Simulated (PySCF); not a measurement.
**C5H15B2FN2: NMR shifts in solvents**

Aim: compute the NMR shifts of C5H15B2FN2 (`F[B-]1(C2CCCC2)[NH2+][BH2-][NH2+]1`), and see what a dielectric continuum does where one was used.

Computed with PySCF 2.14.0, with density-fitted response routines of our own, on a single molecule, in the gas phase or a continuum. Atoms count from 0, in the outputs and in this text.

### Step 1. The starting structure

25 atoms, charge 0, multiplicity 1; geometry from: GFN2-xTB.

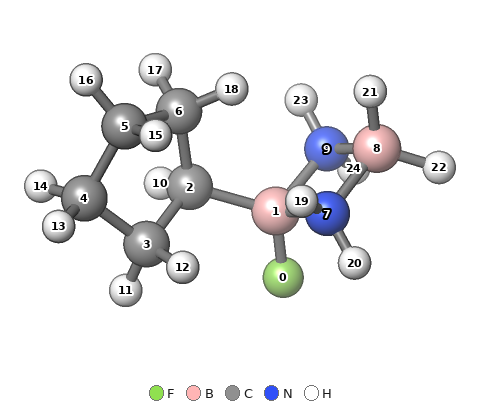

As it starts; fluorine green, boron pink, carbon grey, nitrogen blue, hydrogen white, atoms numbered.

### Step 2. Geometry optimisation at PBE0-D3(BJ)/def2-SVP

Job settings and geometry (Å):

```
{"job": {"xc": "PBE0", "basis": "def2-SVP", "d3": "d3bj", "grid": 1, "kind": "geom"}, "charge": 0, "multiplicity": 1}
F      1.277230    -2.246809     0.499837
B      1.064002    -0.927483     0.135865
C     -0.403591    -0.648769    -0.493972
C     -1.547663    -0.948798     0.493239
C     -2.698589    -0.078129     0.002853
C     -2.000173     1.234223    -0.342116
C     -0.661687     0.805247    -0.963145
N      1.469602     0.022618     1.339050
B      2.661643     0.581696     0.439278
N      2.289296    -0.425912    -0.742301
H     -0.546771    -1.311763    -1.354070
H     -1.792252    -2.009053     0.513657
H     -1.269948    -0.649614     1.506723
H     -3.485056     0.047074     0.746824
H     -3.137970    -0.514372    -0.895705
H     -1.828006     1.805832     0.572586
H     -2.588093     1.855083    -1.017670
H     -0.723873     0.844305    -2.051513
H      0.138387     1.478597    -0.657382
H      0.767463     0.696799     1.616849
H      1.767994    -0.489148     2.160651
H      2.478389     1.709597     0.125461
H      3.725288     0.352693     0.905909
H      2.058652    -0.004504    -1.632767
H      2.974789    -1.155267    -0.899007
```

The log of the run:

```text
step   0  E = -457.94422798  max force = 0.014271
step   1  E = -457.94702595  max force = 0.002050
step   2  E = -457.94707874  max force = 0.000804
step   3  E = -457.94708703  max force = 0.000369
optimisation converged
```

Run time: 3.4 min. Hardware: 1 thread, shared host.

Step by step:

```tsv
step	energy from step 0 (eV)	largest force component (eV/Å)
0	0.0000	0.7338
1	-0.0761	0.1054
2	-0.0776	0.0413
3	-0.0778	0.0190
```

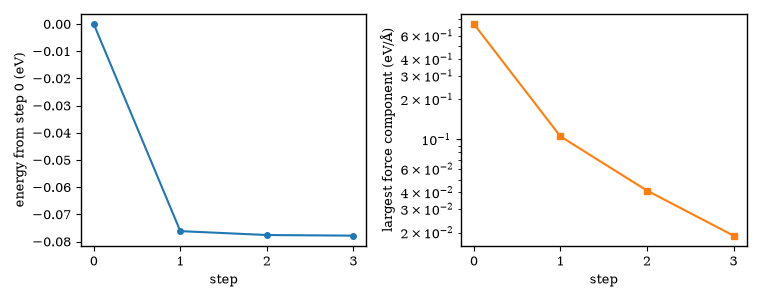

Energy and largest force along the relaxation.

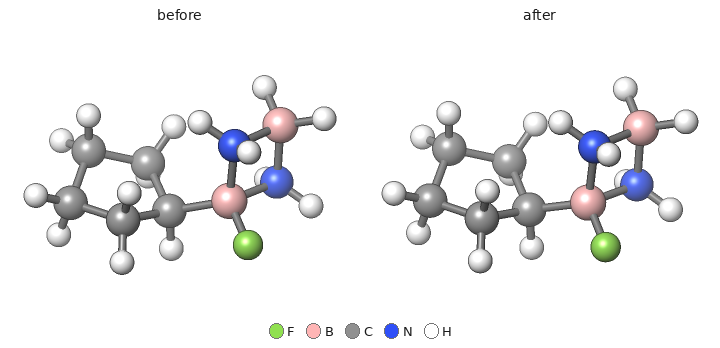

Before and after, at one scale.

Distances of close pairs at the start and the end, largest changes first:

```tsv
bond	before (Å)	after (Å)	change (Å)
B8–H22	1.184	1.217	+0.033
B8–H21	1.185	1.217	+0.032
B1–C2	1.621	1.597	-0.024
B1–N7	1.586	1.605	+0.019
B1–N9	1.589	1.603	+0.014
C3–H12	1.093	1.107	+0.014
C6–H18	1.089	1.104	+0.014
C4–H14	1.091	1.104	+0.013
```

The next job starts from the end point, and lists it.

```tsv
at the end point	value
point group (found at 0.08 Å tolerance)	C1
rotational constants (GHz, main isotopes)	2.244, 0.912, 0.791
dipole moment (D)	0.76
```

### Step 3. NMR shieldings: PBE0/pcSseg-1 in chloroform

Job settings and geometry (Å):

```
{"job": {"kind": "nmr", "xc": "PBE0", "basis": "pcSseg-1", "solvent": "chloroform", "pop": true}, "charge": 0, "multiplicity": 1}
F      1.356216    -2.206108     0.509917
B      1.172564    -0.880923     0.136411
C     -0.256744    -0.535780    -0.486554
C     -1.421801    -0.814555     0.479124
C     -2.552913     0.074278    -0.028000
C     -1.829921     1.375074    -0.369731
C     -0.477527     0.929022    -0.959887
N      1.610861     0.069425     1.352781
B      2.805206     0.593229     0.432924
N      2.421405    -0.407310    -0.750337
H     -0.386213    -1.204208    -1.357436
H     -1.680930    -1.882151     0.530083
H     -1.156960    -0.509385     1.509626
H     -3.373011     0.208714     0.694606
H     -2.989992    -0.367441    -0.940324
H     -1.666013     1.951000     0.557349
H     -2.400145     2.029293    -1.046485
H     -0.501333     0.980678    -2.060069
H      0.330592     1.612607    -0.647653
H      0.926149     0.764234     1.639589
H      1.897219    -0.460932     2.172383
H      2.636699     1.753811     0.106219
H      3.898431     0.349219     0.908473
H      2.189517     0.020628    -1.642720
H      3.088910    -1.158078    -0.911654
```

With the program's defaults for keys left out, this is: GIAO PBE0/pcSseg-1 NMR shielding, non-relativistic, IEF-PCM chloroform.

The log of the run:

```text
coarse grid: 20112 points
cycle   1  E = -458.0597785724  dE =  1.075e+00  |g| = 6.564e-01  |ddm| = 4.314e+00
cycle   2  E = -458.0307396434  dE =  2.904e-02  |g| = 8.256e-01  |ddm| = 1.356e+00
cycle   3  E = -458.1553826800  dE = -1.246e-01  |g| = 6.274e-02  |ddm| = 7.631e-01
cycle   4  E = -458.1559696266  dE = -5.869e-04  |g| = 3.123e-02  |ddm| = 7.004e-02
cycle   5  E = -458.1561575748  dE = -1.879e-04  |g| = 8.595e-03  |ddm| = 3.116e-02
cycle   6  E = -458.1561716197  dE = -1.404e-05  |g| = 2.056e-03  |ddm| = 8.075e-03
cycle   7  E = -458.1561725766  dE = -9.569e-07  |g| = 2.777e-04  |ddm| = 1.663e-03
final grid: 192624 points
cycle   8  E = -458.2097158992  dE = -1.275e-04  |g| = 1.084e-02  |ddm| = 6.094e-02
cycle   9  E = -458.2097028682  dE =  1.303e-05  |g| = 1.338e-02  |ddm| = 2.108e-02
cycle  10  E = -458.2097447614  dE = -4.189e-05  |g| = 9.420e-04  |ddm| = 1.101e-02
cycle  11  E = -458.2097449171  dE = -1.557e-07  |g| = 3.793e-04  |ddm| = 1.064e-03
cycle  12  E = -458.2097449380  dE = -2.095e-08  |g| = 1.131e-04  |ddm| = 3.730e-04
cycle  13  E = -458.2097449400  dE = -2.039e-09  |g| = 2.523e-05  |ddm| = 1.024e-04
cycle  14  E = -458.2097449402  dE = -1.423e-10  |g| = 2.851e-06  |ddm| = 2.391e-05
converged SCF energy = -458.2097449402

GIAO shielding tensors (ppm)
atom      isotropic    diamagn.    paramagn.     s11        s22        s33       span
  0 F      343.408     468.976    -125.568    288.888    332.965    408.373    119.485
  1 B       98.079     183.962     -85.883     86.719     95.479    112.039     25.320
  2 C      155.050     253.583     -98.533    132.087    160.156    172.908     40.821
  3 C      153.785     247.508     -93.722    129.436    161.530    170.389     40.954
  4 C      152.841     249.620     -96.779    129.717    160.740    168.065     38.348
  5 C      154.728     248.385     -93.656    129.162    164.447    170.576     41.415
  6 C      158.590     249.098     -90.508    129.135    168.538    178.096     48.961
  7 N      228.719     322.442     -93.723    201.568    233.652    250.937     49.369
  8 B      117.844     187.897     -70.053    108.925    117.626    126.981     18.057
  9 N      224.044     322.054     -98.010    194.020    235.989    242.121     48.101
 10 H       30.501      34.237      -3.736     27.219     28.133     36.153      8.934
 11 H       29.643      31.107      -1.464     24.098     28.202     36.630     12.532
 12 H       30.455      32.702      -2.247     25.175     30.791     35.400     10.225
 13 H       29.629      29.310       0.319     24.842     26.552     37.491     12.649
 14 H       30.023      30.470      -0.447     25.556     27.298     37.215     11.658
 15 H       30.068      31.114      -1.046     25.205     28.281     36.718     11.514
 16 H       29.536      29.315       0.221     24.493     26.936     37.180     12.687
 17 H       29.732      32.179      -2.447     24.365     27.997     36.834     12.468
 18 H       29.810      33.507      -3.697     24.084     29.935     35.410     11.326
 19 H       29.376      34.129      -4.753     23.659     27.255     37.213     13.554
 20 H       29.596      30.141      -0.545     23.556     25.323     39.909     16.353
 21 H       28.503      29.191      -0.688     25.977     27.427     32.106      6.130
 22 H       28.341      28.253       0.088     24.547     27.535     32.941      8.394
 23 H       29.322      32.312      -2.990     22.958     27.528     37.480     14.522
 24 H       29.483      28.516       0.966     23.717     24.915     39.816     16.099
```

Wall time 2.4 min (1 thread, shared host).

Shifts follow as δ = σ(reference) − σ, with reference shieldings (ppm) from runs at the same level and on the same kind of geometry: ¹H TMS 31.25, ¹³C TMS 185.2, ¹⁹F CFCl3 179.6, ¹⁵N NH3 267.8, ¹¹B BF3·OEt2 101.2. The references are single molecules in the same continuum, so shifts against H2O, NH3, PH3, H3PO4 or CFCl3 are not on the usual liquid scales and can be off by tens of ppm. Atoms listed in one row are averaged.

```tsv
atoms	environment	σ (ppm)	δ (ppm)
C4, C5	sp3 CH2 in a ring	153.8	31.4
C2	sp3 CH bonded to B	155.1	30.1
C3, C6	sp3 CH2 in a ring	156.2	29.0
H22	hydrogen on a boron bonded to 2 N, in a 4-membered ring	28.34	2.91
H21	hydrogen on a boron bonded to 2 N, in a 4-membered ring	28.50	2.74
H19, H23	hydrogen on a donor nitrogen of a Lewis adduct	29.35	1.90
H20, H24	hydrogen on a donor nitrogen of a Lewis adduct	29.54	1.71
H11, H17	hydrogen on an sp3 CH2 in a ring	29.69	1.56
H14, H16	hydrogen on an sp3 CH2 in a ring	29.78	1.47
H13, H15	hydrogen on an sp3 CH2 in a ring	29.85	1.40
H12, H18	hydrogen on an sp3 CH2 in a ring	30.13	1.11
H10	hydrogen on an sp3 CH bonded to B	30.50	0.75
F0	fluorine bonded to B	343.4	-163.8
B1	boron bonded to C, F, 2 N, in a 4-membered ring	98.1	3.1
B8	boron bonded to 2 N, 2 H, in a 4-membered ring	117.8	-16.6
N7, N9	donor nitrogen of a Lewis adduct	226.4	41.4
```

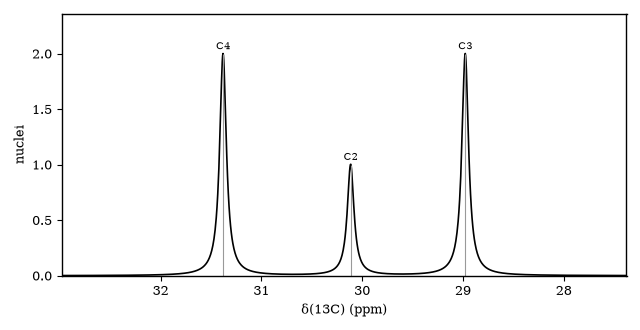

¹³C lines at the computed shifts, without couplings. Lines are broadened to a width of 0.08 ppm (Lorentzian).

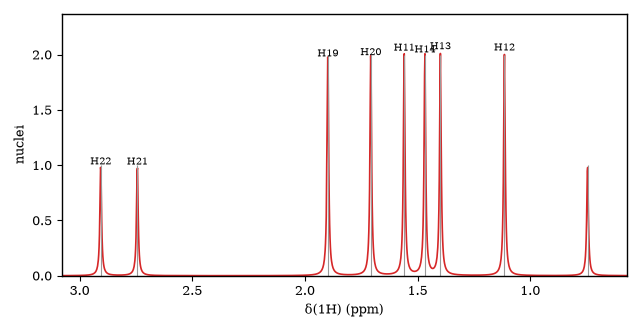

¹H lines at the computed shifts, without couplings. Lines are broadened to a width of 0.01 ppm (Lorentzian).

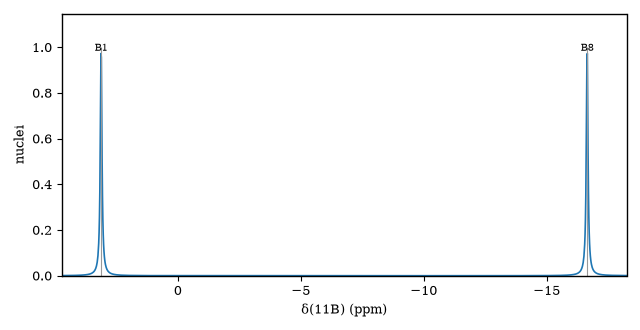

¹¹B lines at the computed shifts, without couplings. Lines are broadened to a width of 0.08 ppm (Lorentzian).

Charges from the same density, by scheme (e):

```tsv
atoms	Mulliken	IAO	Hirshfeld	ESP fit
F0	-0.38	-0.41	-0.21	-0.35
B1	0.81	0.46	0.18	0.28
C2	-0.52	-0.27	-0.11	0.01
C3, C6	-0.22	-0.25	-0.07	-0.02
C4, C5	-0.22	-0.26	-0.07	-0.08
N7, N9	-0.50	-0.45	-0.14	-0.45
B8	0.03	-0.09	0.03	0.14
```

IAO charges:

F0 -0.41; B1 0.46; C2 -0.27; C3 -0.24; C4 -0.25; C5 -0.26; C6 -0.26; N7 -0.45; B8 -0.09; N9 -0.45; H10 0.13; H11 0.13; H12 0.11; H13 0.13; H14 0.12; H15 0.12; H16 0.13; H17 0.13; H18 0.12; H19 0.29; H20 0.29; H21 -0.03; H22 -0.03; H23 0.29; H24 0.29

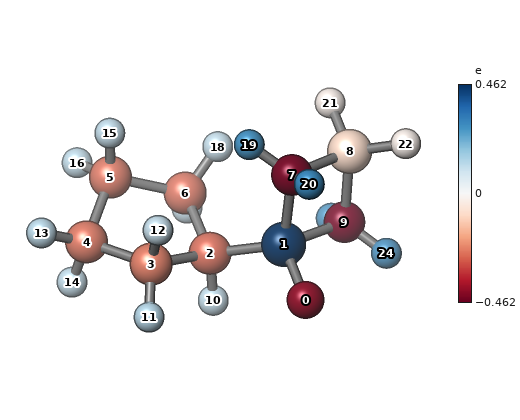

IAO charges, as colours on the atoms.

Mayer bond orders: F0–B1 1.01, B1–C2 0.87, C2–C3 1.03, C3–C4 1.03, C4–C5 1.03, C5–C6 1.04, B1–N7 0.66, N7–B8 0.75, B8–N9 0.76, N9–B1 0.65, C6–C2 1.01.

Ring of atoms B1, N7, B8, N9: NICS(0) -5.6, NICS(1) -1.4, NICS(1)zz -1.4 ppm (means of both faces).

Ring of atoms C2, C3, C4, C5, C6: NICS(0) -5.8, NICS(1) -4.1, NICS(1)zz -4.1 ppm (means of both faces).

### Step 4. NMR shieldings: PBE0/pcSseg-1 in methanol

Same as in step 3 but for these lines:

```diff
@@ -1,2 +1,2 @@
-{"job": {"kind": "nmr", "xc": "PBE0", "basis": "pcSseg-1", "solvent": "chloroform", "pop": true}, "charge": 0, "multiplicity": 1}
+{"job": {"kind": "nmr", "xc": "PBE0", "basis": "pcSseg-1", "solvent": "methanol", "pop": false}, "charge": 0, "multiplicity": 1}
 F      1.356216    -2.206108     0.509917
```

Method: GIAO PBE0/pcSseg-1 NMR shielding, non-relativistic, IEF-PCM methanol.

The log of the run:

```text
coarse grid: 20112 points
cycle   1  E = -458.0647773577  dE =  1.070e+00  |g| = 6.530e-01  |ddm| = 4.314e+00
cycle   2  E = -458.0371632878  dE =  2.761e-02  |g| = 8.170e-01  |ddm| = 1.338e+00
cycle   3  E = -458.1590451512  dE = -1.219e-01  |g| = 6.085e-02  |ddm| = 7.484e-01
cycle   4  E = -458.1595903169  dE = -5.452e-04  |g| = 3.101e-02  |ddm| = 6.821e-02
cycle   5  E = -458.1597764882  dE = -1.862e-04  |g| = 8.239e-03  |ddm| = 3.078e-02
cycle   6  E = -458.1597893566  dE = -1.287e-05  |g| = 2.024e-03  |ddm| = 7.575e-03
cycle   7  E = -458.1597902826  dE = -9.260e-07  |g| = 2.580e-04  |ddm| = 1.624e-03
final grid: 192624 points
cycle   8  E = -458.2132914716  dE = -1.275e-04  |g| = 1.081e-02  |ddm| = 6.067e-02
cycle   9  E = -458.2132790216  dE =  1.245e-05  |g| = 1.327e-02  |ddm| = 2.100e-02
cycle  10  E = -458.2133202398  dE = -4.122e-05  |g| = 9.173e-04  |ddm| = 1.081e-02
cycle  11  E = -458.2133203848  dE = -1.450e-07  |g| = 3.796e-04  |ddm| = 1.019e-03
cycle  12  E = -458.2133204061  dE = -2.130e-08  |g| = 1.113e-04  |ddm| = 3.780e-04
cycle  13  E = -458.2133204081  dE = -1.999e-09  |g| = 2.556e-05  |ddm| = 1.043e-04
cycle  14  E = -458.2133204083  dE = -1.487e-10  |g| = 2.666e-06  |ddm| = 2.458e-05
converged SCF energy = -458.2133204083

GIAO shielding tensors (ppm)
atom      isotropic    diamagn.    paramagn.     s11        s22        s33       span
  0 F      345.245     469.290    -124.045    291.354    335.395    408.986    117.632
  1 B       98.005     183.896     -85.891     86.632     95.473    111.910     25.278
  2 C      155.033     253.572     -98.539    132.063    160.234    172.802     40.739
  3 C      154.158     247.717     -93.559    129.730    162.149    170.595     40.866
  4 C      152.975     249.659     -96.684    129.775    160.952    168.198     38.423
  5 C      155.036     248.458     -93.422    129.376    164.971    170.762     41.387
  6 C      158.534     248.906     -90.372    128.994    168.507    178.101     49.107
  7 N      229.271     322.375     -93.104    202.073    234.731    251.009     48.936
  8 B      117.949     187.725     -69.776    109.002    117.696    127.151     18.149
  9 N      224.653     322.083     -97.429    194.630    236.795    242.535     47.904
 10 H       30.525      34.272      -3.746     27.250     28.169     36.157      8.908
 11 H       29.738      31.216      -1.479     24.192     28.318     36.703     12.510
 12 H       30.370      32.675      -2.306     25.101     30.672     35.335     10.234
 13 H       29.625      29.312       0.313     24.830     26.554     37.492     12.662
 14 H       30.037      30.509      -0.473     25.560     27.322     37.228     11.668
 15 H       30.009      31.084      -1.075     25.155     28.199     36.672     11.517
 16 H       29.564      29.337       0.227     24.511     26.967     37.214     12.703
 17 H       29.705      32.146      -2.441     24.338     27.967     36.809     12.471
 18 H       29.796      33.513      -3.717     24.049     29.923     35.415     11.365
 19 H       29.196      33.939      -4.743     23.423     27.027     37.137     13.714
 20 H       29.502      29.978      -0.475     23.457     25.166     39.884     16.428
 21 H       28.579      29.375      -0.796     26.083     27.486     32.168      6.086
 22 H       28.432      28.368       0.063     24.670     27.622     33.002      8.332
 23 H       29.175      32.152      -2.978     22.795     27.298     37.431     14.636
 24 H       29.388      28.366       1.022     23.629     24.738     39.799     16.170
```

Run time: 2.3 min. Hardware: 1 thread, shared host.

This run: δ C4 31.5, C2 30.4, C3 29.1, F0 -164.7, H22 2.81, H21 2.66 ppm (means over like atoms).

### Step 5. Comparing the runs: NMR shifts

Shifts (ppm) of some atoms, chosen among heavy atoms and hydrogens apart, means over like atoms, with basis size and wall time:

```tsv
run	C2	C3	H22	H19	F0	B1	N7	functions	time
PBE0/pcSseg-1 in chloroform	30.1	29.0	2.91	1.90	-163.8	3.1	41.4	245	2.4 min
PBE0/pcSseg-1 in methanol	30.4	29.1	2.81	2.05	-164.7	3.3	41.5	245	2.3 min
```

The continuum's effect on the ground state:

```tsv
solvent	ε	polarisation energy (Eh)	μ (D)
chloroform	4.71	-0.0104	1.01
methanol	32.61	-0.0148	1.07
```

### Step 6. What came out

| quantity | value |
| --- | --- |
| point group | C1 |
| rotational constants (main isotopes) | 2.24, 0.91, 0.79 GHz |
| ¹³C shifts against TMS (PBE0/pcSseg-1, chloroform, means over atoms taken as alike) | 31.4, 30.1, 29.0 ppm |
| ¹H shifts against TMS (PBE0/pcSseg-1, chloroform, means over atoms taken as alike) | 2.91, 2.74, 1.90, 1.71, 1.56, 1.47, 1.40, 1.11, 0.75 ppm |
| ¹⁹F shifts against CFCl3 (PBE0/pcSseg-1, chloroform) | -163.8 ppm |
| ¹¹B shifts against BF3·OEt2 (PBE0/pcSseg-1, chloroform) | 3.1, -16.6 ppm |
| ¹⁵N shifts against NH3 (PBE0/pcSseg-1, chloroform, means over atoms taken as alike) | 41.4 ppm |
| range of the shift of F0 | -164.7 to -163.8 ppm |

**Reading.** Relaxing lowered the energy by 0.078 eV in 3 steps; the close pair that moved most is B8–H22, from 1.184 to 1.217 Å. No frequency check was run at this level, so the end point may be a saddle. At PBE0/pcSseg-1: Shielding is most anisotropic at F0 (span 119 ppm, paramagnetic term -126 ppm). Across the 2 runs the shift of F0 moves most, between -164.7 (PBE0/pcSseg-1 in methanol) and -163.8 ppm (PBE0/pcSseg-1 in chloroform). The continuum holds electrostatics alone: no hydrogen bonds to the solvent, and the gas-phase geometry is kept.
